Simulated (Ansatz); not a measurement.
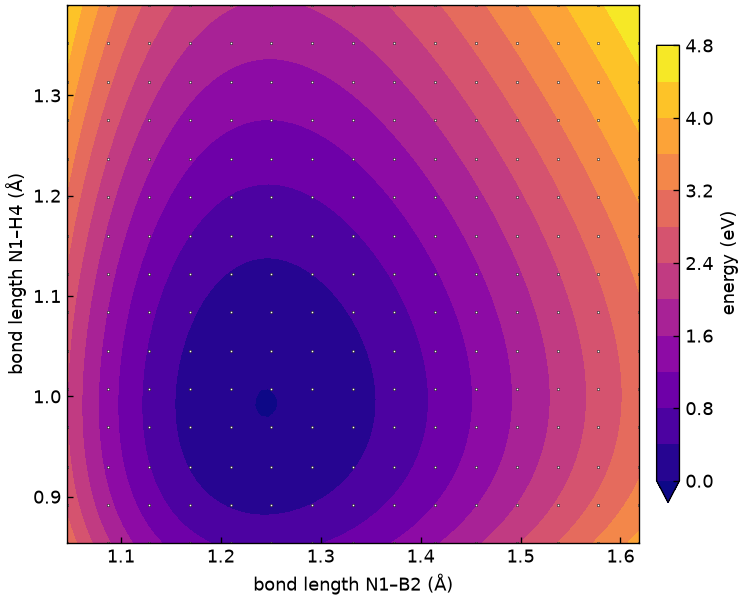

BH₂MgN, SMILES N=[B][MgH]. 
- The first coordinate is: bond length N1–B2; the second: bond length N1–H4.
- Nothing is relaxed (all other coordinates rigid).
- Grid: 15 × 15 points.
- Points are written as (first, second).
- Energies: eV, counted from the lowest grid point.
- The calculation used RKS PBE0-D4/def2-TZVP (Ansatz).

The picture shows filled contours, dots at the grid points. Between grid points the surface is interpolated.

The lowest grid point is at (1.250 Å, 1.007 Å). No other kind of well shows on this grid. The highest grid point, (1.619 Å, 1.390 Å), lies 4.78 eV above the lowest. Round the minimum the two coordinates are nearly uncoupled.

The level of theory is changed to Ansatz 0.2.0, RHF-MP2, frozen core/def2-TZVP; with it change the reference geometry, relaxed at the new level; the new grid has 13 × 13 points, laid about the new relaxed structure. The restricted reference is unstable at some or all points, so the energies there are unreliable.

> What will the new map look like?

The minimum (interpolated where it lies between grid points) moves from about (1.245 Å, 0.993 Å) to about (1.258 Å, 0.997 Å). The curvature at the minimum changes by less than a tenth (about 76) eV/Å² along bond length N1–B2 and by less than a tenth (about 50) eV/Å² along bond length N1–H4.

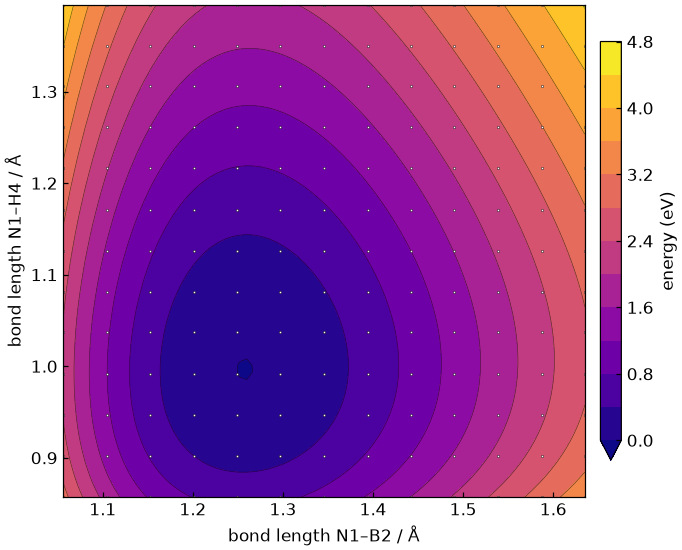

The map after the change, on a colour scale of its own. The picture shows filled contours, dots at the grid points. Between grid points the surface is interpolated.
